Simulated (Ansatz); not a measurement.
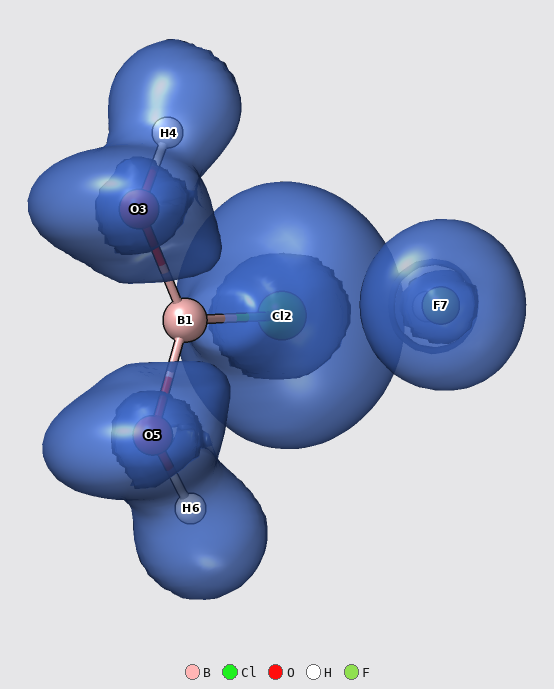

BClH2O2···HF. Isosurface of the ELF at 0.75 (blue), seen across its widest extent. Only the valence region is drawn (cores and ρ < 0.01 e/Å³ removed).

These are results of Ansatz 0.2.0, RKS PBE-D4/def2-SVP, not measurements.

```
atom    x (Å)    y (Å)    z (Å)
   B  -0.0462  -0.4475  -0.1534
  Cl   0.0502  -0.6217   1.6726
   O   1.0875  -0.4717  -0.8900
   H   1.8929  -0.5297  -0.3489
   O  -1.2537  -0.3876  -0.7588
   H  -1.9959  -0.3867  -0.1312
   F   0.0837   2.2307   0.7337
   H   0.1005   1.5442   1.3803
```

Identify the bonds, lone pairs and shells in this picture.

The ELF exceeds this value in one region on Cl in which the atom's valence shell and bonds are merged, one joined region spread over several atoms (F, H), in which their bonds and any lone pairs are merged and two joined regions spread over several atoms (H, O), in which their bonds and any lone pairs are merged.

Values along the shortest contacts:
Cl2···H8 (2.19 Å): the ELF dips to about 0.15 between them (by its geometry a hydrogen bond between the two molecules, with no shared pair). B–O (1.35 Å): the ELF peaks at about 0.90 between the atoms; a short, strongly polar bond.
